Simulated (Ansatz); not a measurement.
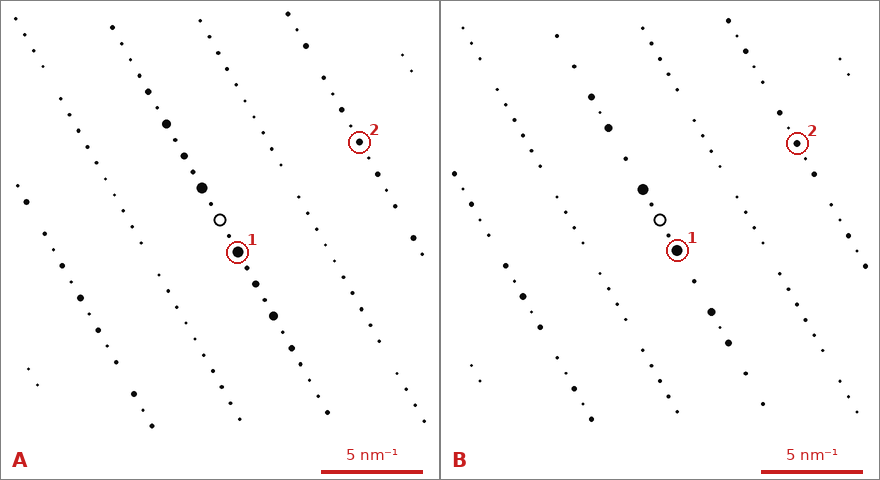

Kinematic electron diffraction patterns (120 kV, B = 0.5 Å², same scale) along [110] of the run's own cell, for the start and the end of one relaxation of B3N with DFT PBE, scalar-relativistic, plane waves, PAW (Ansatz). k mesh 14×14×14. The start is a generated model structure, and the relaxation ends in the nearest stationary point of its symmetry, not necessarily the ground state. Spot 1 is -2 2 0 and spot 2 is 0 0 2 in both.

Start structure:

```yaml
crystal:
  lattice:
    - [1.26897, -10.92679, 0.00000]
    - [1.26897, 10.92679, 0.00000]
    - [0.00000, 0.00000, 2.50729]
  atoms:
    - { symbol: B, position: [0.28162, 0.71838, 0.25000] }
    - { symbol: B, position: [0.71838, 0.28162, 0.75000] }
    - { symbol: B, position: [0.54099, 0.45901, 0.25000] }
    - { symbol: B, position: [0.45901, 0.54099, 0.75000] }
    - { symbol: B, position: [0.04126, 0.95874, 0.75000] }
    - { symbol: B, position: [0.95874, 0.04126, 0.25000] }
    - { symbol: N, position: [0.21057, 0.78943, 0.25000] }
    - { symbol: N, position: [0.78943, 0.21057, 0.75000] }
```

### Which pattern belongs to the start structure, and which to the relaxed one?

A is the start: its cell gives d(1) = 5.463 Å, d(2) = 1.254 Å and an angle of 90.0°. B is the relaxed structure, with d(1) = 5.705 Å (+4.4 %), d(2) = 1.278 Å (+1.9 %) and 90.0°.

### Name reflections whose intensity changes strongly on relaxation.

3 -3 0 fades out of sight; 4 -4 0 goes from 16 to 1.7 % of the strongest spot.

### What did the relaxation do to the structure and the energy?

The volume changed by +7.1 % to 9.31 Å³ an atom; with the mean shift removed, the atoms moved by up to 0.17 Å relative to the cell (B most); the space group stayed Cmcm (No. 63); the free energy fell by 22 meV an atom. Relaxed cell: a = 11.481 Å, b = 11.481 Å, c = 2.555 Å, α = 90.00°, β = 90.00°, γ = 167.22°.
